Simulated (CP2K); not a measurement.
# C2H7GeN (SMILES C=[CH][GeH2][NH2]) at PM3

What is the vertical ionisation energy of C2H7GeN at PM3? 

The results are computed with CP2K 2026.2.

6 further runs of the same task are left out: 1 that didn't finish, 5 set aside as unsound or not needed.

### 1 The system as given

The species is C2H7GeN (11 atoms), meant as a singlet with charge 0. SMILES: `C=[CH][GeH2][NH2]`. The shape comes from GFN2-xTB, which is rough for such elements, and wasn't checked as a minimum. This is one conformer, not always the lowest.

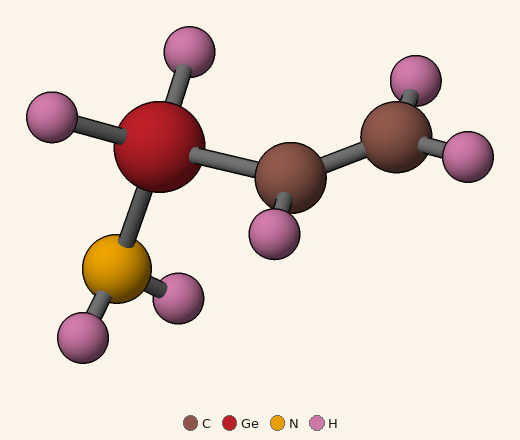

The structure, seen from a chosen angle (carbon brown, germanium red, nitrogen amber, hydrogen pink).

### 2 Energy and gradient at PM3

job.inp

```
&GLOBAL
  PROJECT_NAME job
  RUN_TYPE ENERGY_FORCE
  PRINT_LEVEL MEDIUM
&END GLOBAL

&FORCE_EVAL
  METHOD QS
  &DFT
    CHARGE 0
    MULTIPLICITY 1
    ! Quickstep
    &QS
      METHOD PM3
      EPS_DEFAULT 1.0E-10
      &SE
        &COULOMB
          CUTOFF [angstrom] 50
          RC_RANGE [angstrom] 0
        &END COULOMB
        &EXCHANGE
          CUTOFF [angstrom] 50
          RC_RANGE [angstrom] 0
        &END EXCHANGE
      &END SE
    &END QS
    &POISSON
      PERIODIC NONE
      POISSON_SOLVER ANALYTIC
    &END POISSON
    &SCF
      SCF_GUESS ATOMIC
      EPS_SCF 1.0E-07
      MAX_SCF 80
      &DIAGONALIZATION
        ALGORITHM STANDARD
      &END DIAGONALIZATION
      &MIXING
        METHOD DIRECT_P_MIXING
        ALPHA 0.4
      &END MIXING
    &END SCF
    &PRINT
      &MOMENTS
        PERIODIC F
        REFERENCE COM
        MAX_MOMENT 1
      &END MOMENTS
      &MO ON
        ENERGIES T
        OCCUPATION_NUMBERS T
        NDIGITS 6
        &EACH
          QS_SCF 0
        &END EACH
        ADD_LAST NUMERIC
      &END MO
      &HIRSHFELD OFF
      &END HIRSHFELD
    &END PRINT
  &END DFT
  ! atoms, cell and kinds
  &SUBSYS
    &CELL
      ABC [angstrom] 11.4 12.8 11.9
      PERIODIC NONE
    &END CELL
    &COORD
      SCALED T
      C    0.55521930   0.62949219   0.38820840
      C    0.57106579   0.57798438   0.48329496
      Ge   0.46356579   0.47023359   0.53975126
      N    0.51777807   0.33716094   0.52687647
      H    0.61646228   0.68724141   0.35753529
      H    0.47859825   0.61634922   0.33680756
      H    0.64903421   0.59341250   0.53275462
      H    0.44063772   0.48351875   0.66319244
      H    0.35096579   0.47168281   0.47449328
      H    0.53440088   0.31275859   0.44765126
      H    0.58801930   0.31868750   0.57477563
    &END COORD
  &END SUBSYS
  &PRINT
    &FORCES ON
    &END FORCES
  &END PRINT
&END FORCE_EVAL
```

Command:

```console
$ OMP_NUM_THREADS=1 cp2k.psmp -i job.inp > job.out 2>&1
```

The program printed:

```text
CP2K| version string:                                       CP2K version 2026.2
[...]
 GLOBAL| Method name                                                        CP2K
[...]
 GLOBAL| Run type                                                   ENERGY_FORCE
[...]
                             - Atoms:                                         11
[...]
                             - Spherical basis functions:                     23
[...]
 Number of electrons:                                                         24
[...]
     1 P_Mix/Diag. 0.40E+00    0.0     0.82870639       -15.6578277500 -1.57E+01
[...]
    22 DIIS/Diag.  0.86E-07    0.0     0.00000009       -21.8190534023 -9.24E-14
  *** SCF run converged in    22 steps ***
  Core-core repulsion energy [eV]:                           1299.50019474003625
  Core Hamiltonian energy [eV]:                              -892.11663233108379
  Two-electron integral energy [eV]:                        -2002.22039985333618
  Electronic energy [eV]:                                   -1893.22683225775177
  Total energy [eV]:                                         -593.72663751771574
  Atomic reference energy [eV]:                               595.02016454592592
  Heat of formation [kcal/mol]:                                29.82944426927826
[...]
 SE_DIPOLE| Moment [Debye]         -0.92811595      -0.32169483       0.50069634
 SE_DIPOLE| Derivative [a.u.]       0.00000000       0.00000000       0.00000000
 ENERGY| Total FORCE_EVAL ( QS ) energy [hartree]            -21.819053402337893
 FORCES| Atomic forces [hartree/bohr]
 FORCES|   Atom     x               y               z               |f|
 FORCES|      1 -4.44434788E-03 -9.17531716E-03  1.10849327E-02   1.50603588E-02
 FORCES|      2 -5.55801261E-03 -5.64434022E-03 -2.46703487E-04   7.92533553E-03
 FORCES|      3  9.58322661E-04  3.86791012E-02 -4.09964661E-03   3.89075617E-02
 FORCES|      4  2.71360546E-02 -4.28215122E-02 -9.48340215E-03   5.15750160E-02
 FORCES|      5  1.60288216E-03  3.11287787E-03 -3.11758192E-03   4.68812936E-03
 FORCES|      6 -2.67513863E-03  1.22919417E-03 -4.94632366E-03   5.75616216E-03
 FORCES|      7  4.54776441E-04 -2.50196327E-03  4.91175452E-03   5.53100120E-03
 FORCES|      8 -1.21910079E-03  4.75098055E-03  2.52086187E-03   5.51477719E-03
 FORCES|      9 -3.56580652E-03  3.38474388E-03 -1.34786738E-03   5.09786365E-03
 FORCES|     10 -3.40333063E-03  4.45285340E-03  9.68441370E-03   1.11892105E-02
 FORCES|     11 -9.28629878E-03  4.53338176E-03 -4.96043758E-03   1.14626714E-02
 FORCES| Sum    -2.77555756E-17  3.01841885E-16  1.38777878E-17
 FORCES| Total atomic force                                       3.03432840E-16
[...]
```

Wall time 0.24 s (1 thread of Arm Neoverse V2, shared host).

### 3 The doublet cation, same level

molecule.inp

```
&FORCE_EVAL
  METHOD Quickstep
  &DFT
    CHARGE 1
    MULTIPLICITY 2
    LSD T
    &QS
      METHOD PM3
      EPS_DEFAULT 1.0E-10
      &SE
        &COULOMB
          CUTOFF [angstrom] 50
          RC_RANGE [angstrom] 0
        &END COULOMB
        &EXCHANGE
          CUTOFF [angstrom] 50
          RC_RANGE [angstrom] 0
        &END EXCHANGE
      &END SE
    &END QS
    &POISSON
      PERIODIC NONE
      POISSON_SOLVER ANALYTIC
    &END POISSON
    &SCF
      SCF_GUESS ATOMIC
      EPS_SCF 1.0E-07
      MAX_SCF 80
      &DIAGONALIZATION
        ALGORITHM STANDARD
      &END DIAGONALIZATION
      &MIXING
        METHOD DIRECT_P_MIXING
        ALPHA 0.4
      &END MIXING
    &END SCF
    &PRINT
      &MOMENTS
        PERIODIC F
        REFERENCE COM
        MAX_MOMENT 1
      &END MOMENTS
      &MO ON
        ENERGIES T
        OCCUPATION_NUMBERS T
        NDIGITS 6
        &EACH
          QS_SCF 0
        &END EACH
        ADD_LAST NUMERIC
      &END MO
      &HIRSHFELD OFF
      &END HIRSHFELD
    &END PRINT
  &END DFT
  &SUBSYS
    # vacuum box
    &CELL
      ABC [angstrom] 11.4 12.8 11.9
      PERIODIC NONE
    &END CELL
    &COORD
      SCALED T
      C    0.55521930   0.62949219   0.38820840
      C    0.57106579   0.57798438   0.48329496
      Ge   0.46356579   0.47023359   0.53975126
      N    0.51777807   0.33716094   0.52687647
      H    0.61646228   0.68724141   0.35753529
      H    0.47859825   0.61634922   0.33680756
      H    0.64903421   0.59341250   0.53275462
      H    0.44063772   0.48351875   0.66319244
      H    0.35096579   0.47168281   0.47449328
      H    0.53440088   0.31275859   0.44765126
      H    0.58801930   0.31868750   0.57477563
    &END COORD
  &END SUBSYS
  &PRINT
    &FORCES ON
    &END FORCES
  &END PRINT
&END FORCE_EVAL

&GLOBAL
  PROJECT_NAME molecule
  RUN_TYPE ENERGY_FORCE
  PRINT_LEVEL MEDIUM
&END GLOBAL
```

Command:

```console
$ OMP_NUM_THREADS=1 cp2k.psmp -i molecule.inp -o molecule.out
```

The program printed:

```text
CP2K| version string:                                       CP2K version 2026.2
[...]
 GLOBAL| Method name                                                        CP2K
[...]
 GLOBAL| Run type                                                   ENERGY_FORCE
[...]
                             - Atoms:                                         11
[...]
                             - Spherical basis functions:                     23
[...]
 Number of electrons:                                                         12
[...]
     1 P_Mix/Diag. 0.40E+00    0.0     0.41020955       -15.2970930105 -1.53E+01
[...]
    36 DIIS/Diag.  0.55E-07    0.0     0.00000008       -21.5008802569 -3.06E-13
  *** SCF run converged in    36 steps ***
  Core-core repulsion energy [eV]:                           1299.50019474003625
  Core Hamiltonian energy [eV]:                              -855.77113836226545
  Two-electron integral energy [eV]:                        -2057.59552460584518
  Electronic energy [eV]:                                   -1884.56890066518804
  Total energy [eV]:                                         -585.06870592515190
  Atomic reference energy [eV]:                               595.02016454592592
  Heat of formation [kcal/mol]:                               229.48610570366637
[...]
 SE_DIPOLE| Moment [Debye]         -1.67955078       4.89838304       0.56840584
 SE_DIPOLE| Derivative [a.u.]       0.00000000       0.00000000       0.00000000
 ENERGY| Total FORCE_EVAL ( QS ) energy [hartree]            -21.500880256929264
 FORCES| Atomic forces [hartree/bohr]
 FORCES|   Atom     x               y               z               |f|
 FORCES|      1 -1.01262526E-02 -1.08376112E-02  9.17231718E-03   1.74392147E-02
 FORCES|      2  3.07828222E-03 -1.19650464E-02 -2.23036588E-03   1.25543892E-02
 FORCES|      3 -2.19865423E-02  4.81822223E-02  4.92703361E-03   5.31903210E-02
 FORCES|      4  7.07567009E-02 -1.43933121E-02 -2.88908850E-02   7.77712118E-02
 FORCES|      5  2.54711410E-03  5.12202919E-03 -2.26007137E-03   6.15068255E-03
 FORCES|      6 -3.02891090E-03  1.17579129E-03 -6.56432923E-03   7.32442521E-03
 FORCES|      7 -2.60901990E-04 -3.68033005E-03  8.36545343E-03   9.14295960E-03
 FORCES|      8 -9.40315081E-04  4.74987603E-03  2.70334204E-03   5.54559041E-03
 FORCES|      9 -3.66697628E-03  3.81830649E-03 -1.35293503E-03   5.46412049E-03
 FORCES|     10 -1.57910245E-02 -1.10248725E-02  1.33703119E-02   2.34450317E-02
 FORCES|     11 -2.05811736E-02 -1.11470530E-02  2.76012836E-03   2.35681948E-02
 FORCES| Sum    -3.33066907E-16  3.57353036E-16  3.74700271E-16
 FORCES| Total atomic force                                       6.15658225E-16
[...]
```

Wall time 0.28 s (1 thread of Arm Neoverse V2, shared host).

### 4 Outcome

Level: PM3.

| quantity | value |
| --- | --- |
| singlet C2H7GeN: total energy | -21.81905 Eh |
| singlet C2H7GeN: dipole moment | 1.10 D |
| singlet C2H7GeN: HOMO energy | -9.30 eV |
| singlet C2H7GeN: heat of formation at this unrelaxed shape | 29.8 kcal/mol |
| singlet C2H7GeN: largest force on an atom | 2.652 eV/Å |
| doublet cation: total energy | -21.50088 Eh |
| doublet cation: HOMO energy (highest over α and β) | -14.84 eV |
| doublet cation: heat of formation at this unrelaxed shape | 229.5 kcal/mol |
| doublet cation: largest force on an atom | 3.999 eV/Å |
| vertical ionisation energy (to the doublet cation) | 8.658 eV |

The vertical ionisation energy comes to 8.66 eV (835 kJ/mol). The largest force (singlet C2H7GeN) is 2.65 eV/Å: the shape isn't a stationary point for this species at this level.
